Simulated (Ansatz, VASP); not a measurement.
# BN in two plane-wave programs

One calculation is typed for both programs; each brings its own data sets and cutoff. How far apart do they land? The cell comes out of the VASP series on this material, whose earlier steps may have relaxed, scaled or displaced it; both programs get it as it stands.

Main program and level: Ansatz 0.2.0; plane waves, with VASP 6.6.1 beside it; relaxation of cell and atoms at LDA.

### 1. The structure

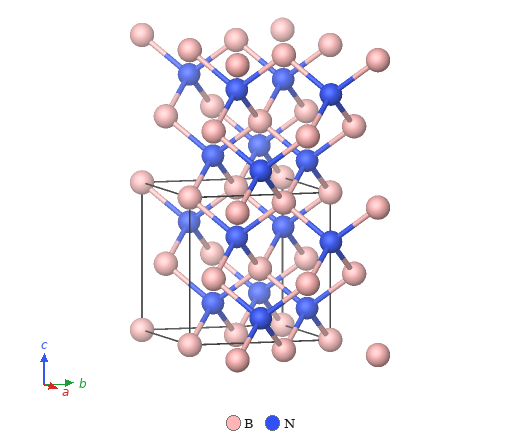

The starting structure, seen slightly off an axis (boron pink, nitrogen blue). 2×1×2 cells are drawn. This picture shows the conventional cell, with its axes. Bonds to atoms that aren't drawn are left out. Some periodic images of atoms are drawn too.

### 2. VASP: relaxation of cell and atoms, LDA

The relaxed volume is the usual yardstick between codes: its relative difference is about their pressure difference at one cell divided by the bulk modulus.

Lines of VASP's logs that name or quote its potential files are left out, and so is its time.

Contents of INCAR:

```
SYSTEM = BN
PREC = Accurate
ENCUT = 600
EDIFF = 1E-07
NELM = 120
ISMEAR = 0
SIGMA = 0.02
LREAL = .FALSE.
ALGO = Normal
GGA = CA
NBANDS = 10
LASPH = .TRUE.
LORBIT = 11
LWAVE = .FALSE.
LCHARG = .FALSE.
KPAR = 8
IBRION = 2
NSW = 40
ISIF = 3
EDIFFG = -0.005
POTIM = 0.4
```

Contents of POSCAR:

```
BN
1.0
    0.0000000000      1.7913124886      1.7913124886
    1.7913124886      0.0000000000      1.7913124886
    1.7913124886      1.7913124886      0.0000000000
B N
1 1
Direct
    0.0000000000      0.0000000000      0.0000000000
    0.2500000000      0.2500000000      0.2500000000
```

Contents of KPOINTS:

```
Automatic mesh
0
Gamma
14 14 14
0 0 0
```

The projector-augmented-wave data sets are B and N (LDA family, release 64).

The run is started by

```bash
$ mpirun -np 8 vasp_std
```

Numbers of over 12 decimals in the logs are rounded to 6 here.

What it wrote:

```text
[banner, memory and clock lines left out]
running    8 mpi-ranks, on    1 nodes
 distrk:  each k-point on    1 cores,    8 groups
 distr:  one band on    1 cores,    1 groups

 POSCAR found type information on POSCAR B N
 POSCAR found :  2 types and       2 ions
|                                                                             |
|           W    W    AA    RRRRR   N    N  II  N    N   GGGG   !!!           |
|           W    W   A  A   R    R  NN   N  II  NN   N  G    G  !!!           |
|           W    W  A    A  R    R  N N  N  II  N N  N  G       !!!           |
|           W WW W  AAAAAA  RRRRR   N  N N  II  N  N N  G  GGG   !            |
|           WW  WW  A    A  R   R   N   NN  II  N   NN  G    G                |
|           W    W  A    A  R    R  N    N  II  N    N   GGGG   !!!           |
|                                                                             |
|     For optimal performance we recommend to set                             |
|       NCORE = 2 up to number-of-cores-per-socket                            |
|     NCORE specifies how many cores store one orbital (NPAR=cpu/NCORE).      |
|     This setting can greatly improve the performance of VASP for DFT.       |
|     The default, NCORE=1 might be grossly inefficient on modern             |
|     multi-core architectures or massively parallel machines. Do your        |
|     Unfortunately you need to use the default for GW and RPA                |
|     calculations (for HF NCORE is supported but not extensively tested      |
|     yet).                                                                   |
|                                                                             |

 LDA part: xc-table for (Slater(with rela. corr.)+CA(PZ))
 , standard interpolation
 POSCAR, INCAR and KPOINTS ok, starting setup
 FFT: planning ... GRIDC
 FFT: planning ... GRID_SOFT
 FFT: planning ... GRID
 WAVECAR not read
 entering main loop
       N       E                     dE             d eps       ncg     rms          rms(c)
DAV:   1     0.109638735813E+02    0.10964E+02   -0.55379E+03  2114   0.887E+02
DAV:   2    -0.201365324263E+02   -0.31100E+02   -0.30342E+02  2490   0.172E+02
DAV:   3    -0.205964892827E+02   -0.45996E+00   -0.45904E+00  2446   0.185E+01
DAV:   4    -0.205971144821E+02   -0.62520E-03   -0.62518E-03  2254   0.767E-01
DAV:   5    -0.205971150400E+02   -0.55790E-06   -0.55791E-06  2350   0.240E-02    0.664E+00
DAV:   6    -0.195673197934E+02    0.10298E+01   -0.33292E+00  2118   0.113E+01    0.315E+00
DAV:   7    -0.194489646247E+02    0.11836E+00   -0.98978E-02  2282   0.273E+00    0.179E+00
DAV:   8    -0.194165771944E+02    0.32387E-01   -0.50187E-02  2334   0.160E+00    0.187E-01
DAV:   9    -0.194164262310E+02    0.15096E-03   -0.86571E-04  2258   0.280E-01    0.815E-02
DAV:  10    -0.194164105011E+02    0.15730E-04   -0.44267E-05  2334   0.673E-02    0.138E-02
DAV:  11    -0.194164109778E+02   -0.47672E-06   -0.17733E-06  2318   0.968E-03    0.613E-03
DAV:  12    -0.194164109081E+02    0.69725E-07   -0.50014E-07  2238   0.445E-03
   1 F= -.19416411E+02 E0= -.19416411E+02  d E =-.194164E+02
 curvature:   0.00 expect dE= 0.000E+00 dE for cont linesearch  0.000E+00
 trial: gam= 0.00000 g(F)=  0.374E-47 g(S)=  0.234E-06 ort = 0.000E+00 (trialstep = 0.100E+01)
 search vector abs. value=  0.234E-06
 reached required accuracy - stopping structural energy minimisation
```

OUTCAR, selected parts (step 2):

```text
ion  position               nearest neighbor table
   1  0.000  0.000  0.000-   2 1.55   2 1.55   2 1.55   2 1.55
   2  0.250  0.250  0.250-   1 1.55   1 1.55   1 1.55   1 1.55

  LATTYP: Found a face centered cubic cell.
 ALAT       =     3.5826249772

 Subroutine GETGRP returns: Found 24 space group operations
 (whereof 24 operations were pure point group operations)

The static configuration has the point symmetry T_d .

 Found    104 irreducible k-points:

   k-points           NKPTS =    104   k-points in BZ     NKDIM =    104   number of bands    NBANDS=     10

   dimension x,y,z NGX =    20 NGY =   20 NGZ =   20
   dimension x,y,z NGXF=    40 NGYF=   40 NGZF=   40

   ENCUT  =  600.0 eV  44.10 Ry    6.64 a.u.   5.06  5.06  5.06*2*pi/ulx,y,z

   NELECT =       8.0000    total number of electrons

 k-points in reciprocal lattice and weights: Automatic mesh
   0.00000000  0.00000000  0.00000000       0.000
   0.07142857  0.00000000  0.00000000       0.003
   0.14285714  0.00000000  0.00000000       0.003
   0.21428571  0.00000000  0.00000000       0.003
   0.28571429  0.00000000  0.00000000       0.003
   0.35714286  0.00000000  0.00000000       0.003
   0.42857143  0.00000000  0.00000000       0.003
   0.50000000  0.00000000  0.00000000       0.001
   0.07142857  0.07142857  0.00000000       0.002
[...]
-0.28571429  0.42857143  0.21428571       0.009
  -0.28571429  0.50000000  0.21428571       0.004

 average (electrostatic) potential at core
       1 -29.1965       2 -59.7935

 E-fermi :   7.8891

 k-point     1 :       0.0000    0.0000    0.0000
  band No.  band energies     occupation
      1     -12.6484      2.00000
      2       7.7297      2.00000
      3       7.7297      2.00000
      4       7.7297      2.00000
      5      16.5402      0.00000
      6      16.5402      0.00000
      7      16.5402      0.00000
      8      18.6115      0.00000
      9      32.7325      0.00000
    ...

 k-point     2 :       0.0714    0.0000    0.0000
  band No.  band energies     occupation
      1     -12.5210      2.00000
      2       7.0376      2.00000
      3       7.5897      2.00000
      4       7.5897      2.00000
      5      16.7481      0.00000
      6      16.7517      0.00000
      7      16.7517      0.00000
      8      18.9929      0.00000
      9      32.4926      0.00000
    ...

 k-point     3 :       0.1429    0.0000    0.0000
  band No.  band energies     occupation
      1     -12.1420      2.00000
      2       5.3537      2.00000
      3       7.2323      2.00000
      4       7.2323      2.00000
      5      17.1173      0.00000
      6      17.2756      0.00000
      7      17.2756      0.00000
      8      19.9699      0.00000
      9      31.9227      0.00000
    ...

  Total        0.0020121      0.0020121      0.0020121     -0.0000000      0.0000000      0.0000000
  in kB        0.2804313      0.2804313      0.2804313     -0.0000000      0.0000000      0.0000000
  external PRESSURE =       0.2804313 kB  Pullay stress =       0.0000000 kB

  energy-cutoff  :      600.00
  volume of cell :       11.50
      direct lattice vectors                 reciprocal lattice vectors
     0.000000000  1.791312489  1.791312489    -0.279124945  0.279124945  0.279124945
     1.791312489  0.000000000  1.791312489     0.279124945 -0.279124945  0.279124945
     1.791312489  1.791312489  0.000000000     0.279124945  0.279124945 -0.279124945

 POSITION                                       TOTAL-FORCE (eV/Angst)
 -----------------------------------------------------------------------------------
      0.00000      0.00000      0.00000        -0.000000     -0.000000     -0.000000
      0.89566      0.89566      0.89566         0.000000      0.000000      0.000000
 -----------------------------------------------------------------------------------
    total drift:                               -0.000000     -0.000000     -0.000000

  FREE ENERGIE OF THE ION-ELECTRON SYSTEM (eV)
  ---------------------------------------------------
  free  energy   TOTEN  =       -19.4164109081 eV

  energy  without entropy=      -19.4164109081  energy(sigma->0) =      -19.41641091

 reached required accuracy - stopping structural energy minimisation

 total charge
# of ion       s       p       d       tot
------------------------------------------
    1        0.682   1.411   0.000   2.093
    2        1.200   2.759   0.000   3.958
--------------------------------------------------
tot          1.882   4.170   0.000   6.051

[... 3 further parts left out ...]
```

CONTCAR:

```
BN
   1.00000000000000
     0.0000000000000000    1.7913124886000000    1.7913124886000000
     1.7913124886000000    0.0000000000000000    1.7913124886000000
     1.7913124886000000    1.7913124886000000    0.0000000000000000
  B               N
     1     1
Direct
     0.0000000000000000    0.0000000000000000    0.0000000000000000
     0.2500000000000000    0.2500000000000000    0.2500000000000000
```

### 3. Ansatz: relaxation of cell and atoms, LDA

Ansatz runs on its default PAW (the set named soft_2) files.

The same cell, functional (in two slightly different forms), mesh and smearing now go to Ansatz, which takes its cutoff from its data sets.

Contents of input.yaml:

```yaml
crystal:
  lattice:
    - [0.0, 1.7913124886, 1.7913124886]
    - [1.7913124886, 0.0, 1.7913124886]
    - [1.7913124886, 1.7913124886, 0.0]
  atoms:
    - { symbol: B, position: [0.0, 0.0, 0.0] }
    - { symbol: "N", position: [0.25, 0.25, 0.25] }
hamiltonian:
  xc: lda
  pseudopotentials: { kind: paw }
kpoints:
  mp_grid: { grid: [14, 14, 14] }
scf:
  occupations: { method: gaussian, width: 0.02 }
relax:
  f_tol: 0.01
  max_steps: 60
  cell: { stress_tol: 0.05 }
output:
  forces: true
  stress: true
```

The run is started by

```bash
$ ansatz run input.yaml --threads 4 --pin off --max-ram 9216MiB --backend cpu --events-out ev --progress --plain --runs-dir out
```

What it wrote:

```text
Engine: ansatz 0.2.0, aarch64-unknown-linux-gnu
Pseudopotentials: kind: paw
Pseudopotential: B, paw, valence charge 3, recommended cutoff 420 eV (normal), B.paw.azcp
Pseudopotential: N, paw, valence charge 5, recommended cutoff 420 eV (normal), N.paw.azcp
Functional definition: SPW92
  exchange = slater_x
  correlation = pw_c
Crystal: 2 atoms, lattice volume = 11.496 Å³
Basis set: ecut = 420 eV, 229 PW (Γ)
Bands: 8, of which v1, the nominal top of the filled ones, is band 4 counted from 1 (3 counted from 0)
Symmetry: 24 space group operations
Space group: F-43m (ITA 216), of the structure as read, at distance tolerance 2.3e-5 Å
k-points: 104 of 2744 (time reversal used)
Non-local potential: B, projectors of the file, l = 0: 2, l = 1: 2, l = 2: 1
Non-local potential: N, projectors of the file, l = 0: 2, l = 1: 2, l = 2: 1
PAW form: soft (Blöchl's): semilocal exchange-correlation on the pseudo side does not see the compensation charge
PAW frozen core: B, regenerated for the run's functional, and the local potential with it (the file was generated under x = pbe(κ = 0.804, μ = 0.219515), c = pbe(β = 0.066725))
PAW frozen core: N, regenerated for the run's functional, and the local potential with it (the file was generated under x = pbe(κ = 0.804, μ = 0.219515), c = pbe(β = 0.066725))
PAW one-centre angular grid: B, 110 points (default); XC on 64 Gauss nodes
PAW one-centre angular grid: N, 110 points (default); XC on 64 Gauss nodes
Initial density: superposition of atomic densities (neutral atoms: chi_scale 0, normalization atom), corrected by the library's trained network
Initial wavefunctions: pseudopotential atomic-orbital guess
Functional: x = slater, c = lda
SCF iter   1: F=—  HF=-526.470332 eV  |F-HF|=—  |Δ(HF+E_count)|=         —  Δρ=7.89e-3  dr2=5.24e-3  ethr=1.77e-3  ⟨swp⟩=4.8  Hψ=5361  notcnv=0
preconditioner: auto → none  [insulator: Δε(μ)=4.328 eV  Ē_g=20.203 eV  σ=0.020 eV  W_gap=1.00  n_scr=0 (ndim 8)  ℏωp=31.0 eV  f_vac=0.000  D(μ)=0.00/eV (n_scr^D=0)  ε∞_Penn≈3.4]
SCF iter   2: F=—  HF=-526.468872 eV  |F-HF|=—  |Δ(HF+E_count)|=   1.46e-3  Δρ=3.29e-3  dr2=4.54e-4  ethr=6.55e-5  ⟨swp⟩=2.1  Hψ=2124  notcnv=0
SCF iter   3: F=—  HF=-526.468731 eV  |F-HF|=—  |Δ(HF+E_count)|=   1.41e-4  Δρ=1.39e-3  dr2=7.18e-5  ethr=5.68e-6  ⟨swp⟩=2.8  Hψ=1408  notcnv=0
SCF iter   4: F=—  HF=-526.468711 eV  |F-HF|=—  |Δ(HF+E_count)|=   2.05e-5  Δρ=2.96e-4  dr2=3.22e-6  ethr=8.97e-7  ⟨swp⟩=1.0  Hψ=832  notcnv=0
iter 5 did not close the SCF: its close was put off for the readings that it lacked (scf_convergence_deferred on its scf_iter line)
SCF iter   5: F=-526.468710 eV  HF=-526.468710 eV  |F-HF|=8.16e-9  |Δ(HF+E_count)|=   8.49e-7  Δρ=2.78e-5  dr2=3.25e-8  ethr=4.02e-8  ⟨swp⟩=1.1  Hψ=873  notcnv=0
SCF iter   6: F=-526.468710 eV  HF=-526.468710 eV  |F-HF|=1.14e-13  |Δ(HF+E_count)|=   3.66e-9  Δρ=1.57e-6  dr2=5.98e-11  ethr=4.07e-10  ⟨swp⟩=2.0  Hψ=2691  notcnv=0
SCF 1 converged in 6 iterations: F = -526.468710 eV  dr2 = 5.98e-11
  greatest PAW one-centre occupation: 0.782 electrons in one spin orbital (limit 2), on the N atom at site 1 (counted from 0), in its partial waves of l = 0
relax step   1: F+E_penalty+E_count = -526.46871002 eV  Δ(F+E_penalty+E_count) = +0.000e0 eV  max|allowed force component| = 3.654e-16 eV/Å  Δτ_max = 0.0000 Å  P = -0.705 GPa  Ω = 11.496 Å³  (6 SCF iters, dr2 threshold 1.00e-7 eV, accepted)
[...]
relax step   2: F+E_penalty+E_count = -526.46884089 eV  Δ(F+E_penalty+E_count) = -1.309e-4 eV  max|allowed force component| = 1.122e-16 eV/Å  Δτ_max = 0.0000 Å  P = -0.297 GPa  Ω = 11.484 Å³  energy of the carried Pulay correction = +9.524e-5 eV  (3 SCF iters, dr2 threshold 2.00e-7 eV, accepted)
[...]
relax step   3: F+E_penalty+E_count = -526.46891742 eV  Δ(F+E_penalty+E_count) = -7.653e-5 eV  max|allowed force component| = 1.342e-16 eV/Å  Δτ_max = 0.0000 Å  P = +0.004 GPa  Ω = 11.476 Å³  energy of the carried Pulay correction = +1.644e-4 eV  (3 SCF iters, dr2 threshold 2.00e-7 eV, accepted)
[...]
relax step   4: F+E_penalty+E_count = -526.46870271 eV  Δ(F+E_penalty+E_count) = +2.147e-4 eV  max|allowed force component| = 1.527e-16 eV/Å  Δτ_max = 0.0000 Å  P = -0.016 GPa  Ω = 11.476 Å³  stress off target by 1.60e-2 GPa  SCF on the basis re-selected at this cell (its energy is not comparable with the rows above)  (4 SCF iters)
basis re-selected at this cell: Δ(F+E_penalty+E_count) = +2.147e-4 eV, ΔP = -0.020 GPa vs the last step (what re-selecting the basis moved, of the pressure what is left beyond the Pulay correction that the steps carried, after the strain that the cell walked since its last selection, with what the two solves' SCF thresholds leave and, on support functions, any second-order correction that the steps lacked; it is no m [...]
SCF converged after 4 iterations
Free energy (F): -526.468703 eV
Harris-Foulkes:  -526.468703 eV  (|F-HF|=9.09e-13)
Internal energy: -526.468703 eV  (E = F + TS)
E sigma→0 (E₀):  -526.468703 eV
Fermi energy:    13.588336 eV
--- Per-component energies (eV) ---
  E_band       = 27.368424
  E_kinetic    = 186.869457
  E_local      = -173.758575  (includes V_loc(G=0)·N_el)
  E_nonlocal   = 58.776730
  E_hartree    = 47.869377
  E_xc         = -92.987605
  E_vxc        = -116.098846  (∫ρ·V_xc dr)
  E_paw        = -191.533322  (= ΣΔE_a)
  E_vpaw       = -24.159204  (= ΣTr[D̂ρ^β])
  E_aug_tail   = 0.000098  (compensation charges beyond the density's cutoff)
  E_ewald      = -361.830742
  E_core_change = 0.125878  (= ΣΔE_core)
  E_smearing   = -0.000000  (= −TS)
  E_closure    = 0.000000  (closes the sum)
  Σ components = -526.468703   (vs F -526.468703, Δ=0.00e0)
--- Forces (eV/Å), atoms counted from 1 ---
  atom   1  B      0.00000000    -0.00000000    -0.00000000
  atom   2  N     -0.00000000    -0.00000000    -0.00000000
  max |Σ_I F_I| component: 3.98e-16 eV/Å
--- Stress (GPa, compression-positive) ---
       -0.016027       0.000000       0.000000
        0.000000      -0.016027       0.000000
        0.000000       0.000000      -0.016027
  P = ⅓ Tr σ = -0.0160 GPa (-0.160 kbar)
--- Relaxed structure (3 steps of the walk, 3 accepted, 1 SCFs on fresh bases) ---
  F+E_penalty+E_count = -526.46870271 eV   max|allowed force component| = 1.527e-16 eV/Å   (the final SCF, on the basis selected at the relaxed cell)
  cell:  # Å, volume = 11.4762 Å³
    - [0, 1.790285, 1.790285]
    - [1.790285, 0, 1.790285]
    - [1.790285, 1.790285, 0]
  atoms:
    - { symbol: B, position: [0, 0, 0] }
    - { symbol: N, position: [0.250000, 0.250000, 0.250000] }
```

Run time: 2.9 s. Hardware: 4 threads of Arm Neoverse V1, shared host; peak memory 0.28 GiB; 4.4 s of CPU time.

### 4. Comparison

Known differences besides the PAW data sets themselves: the two LDA forms differ slightly; both relaxations stop at a tolerance, which leaves soft axes loose, and VASP keeps its plane-wave basis; the cutoff is 420 eV in Ansatz and 600 eV in VASP; Ansatz makes its cores anew for this functional, VASP keeps those of its LDA data sets; Ansatz adds a Pulay correction to the stress that steers its cell, VASP none. Total energies have different zeros and are not compared.

Compared:

| quantity | Ansatz | VASP | difference |
| --- | --- | --- | --- |
| volume (Å³) | 11.48 | 11.50 | -0.17 % |
| edge a after relaxation, in the typed setting (Å) | 2.532 | 2.533 | -0.06 % |

The walks stopped with -0.02 GPa left in Ansatz and 0.03 GPa in VASP; each walk ends within a tolerance, so the volume difference is uncertain by about these residues over the bulk modulus, most in soft cells.

### 5. Results

```
difference in volume (relaxation of cell and atoms, LDA) : -0.17 %
```

What this shows: The difference in volume is -0.17 % (relaxation of cell and atoms, LDA), within the 1.2 % picked in this series as the mark of a large difference, as far as the stopping tolerances let one tell. How closely two codes agree says nothing of how well the functional describes the real material.

[Lines on the potential files, build, host, timing and source positions are cut from VASP's logs without a mark.]

[Logs are printed without paths, hosts, clocks, repeated set-up lines and the standing remarks that a program may print on its own settings, such as how far it seeks lower states.]

[Hosts, paths, dates, database ids (printed as entryN), source tags and the programs' standing remarks are cut or masked in the printed files.]
